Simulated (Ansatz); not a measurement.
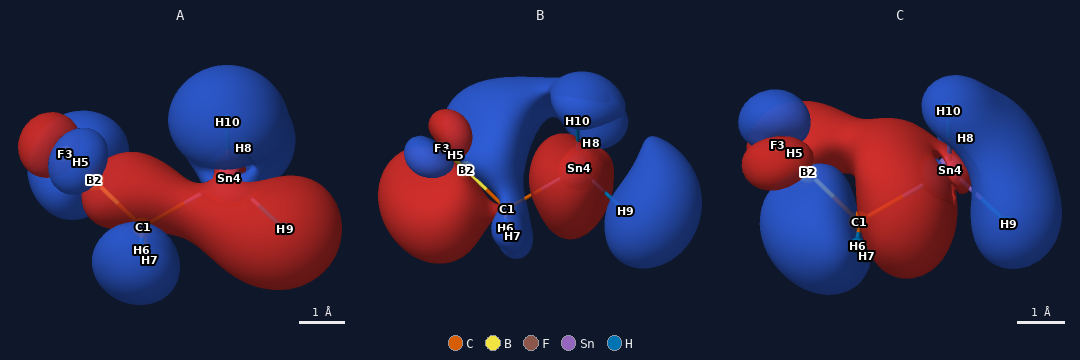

Figure. CH$_{6}$BFSn (SMILES FB[CH2][SnH3]). Three frontier orbitals at ±0.05 Å⁻³ᐟ² (blue and red are the two phases), in no order.

Geometry: BLYP-D3(BJ)/def2-SVP; core potentials replace the inner electrons of Sn.

Level of theory: isolated molecule in a Gaussian basis; Kohn-Sham density functional theory, functional PBE0 (Ansatz 0.2.0).

Input file:

```
basis:
  gaussian:
    orbitals: def2-TZVPD
crystal:
  periodic: [false, false, false]
  atoms:
    - symbol: C
      position_ang: [-0.963830, 0.274541, -1.682525]
    - symbol: B
      position_ang: [0.083878, 0.982404, -0.796517]
    - symbol: F
      position_ang: [-0.227239, 2.122547, -0.152495]
    - symbol: Sn
      position_ang: [-1.963379, -1.235127, -0.376376]
    - symbol: H
      position_ang: [1.198712, 0.536014, -0.587847]
    - symbol: H
      position_ang: [-1.788617, 0.912652, -2.055322]
    - symbol: H
      position_ang: [-0.538154, -0.344038, -2.495615]
    - symbol: H
      position_ang: [-0.818900, -2.438254, 0.116149]
    - symbol: H
      position_ang: [-3.218889, -1.968354, -1.320539]
    - symbol: H
      position_ang: [-2.643155, -0.452924, 1.011076]
output: {forces: true, orbitals: {seedname: orbitals}}
hamiltonian:
  xc: pbe0
```

Run with:

```sh
ansatz run input.yaml --threads 2 --pin off --max-ram 4350MiB --events-out events.jsonl --progress --plain --runs-dir runs
```

Order the three orbitals by energy and name them.

A is the HOMO−1 (−9.07 eV). It lies mainly on Sn4 (about 25 %), C1 (about 15 %), H9 (about 15 %), H10 (about 10 %), B2 (about 10 %) and H8 (about 5 %). C is the HOMO (−8.41 eV). It lies mainly on C1 (about 35 %), Sn4 (about 25 %), B2 (about 15 %) and F3 (about 5 %). B is the LUMO (−0.97 eV). Its weight (Hirshfeld) is mainly on B2 (about 35 %), Sn4 (about 30 %), H9 (about 10 %), C1 (about 10 %) and F3 (about 5 %).

What is the HOMO–LUMO gap?

7.44 eV between the orbital energies.
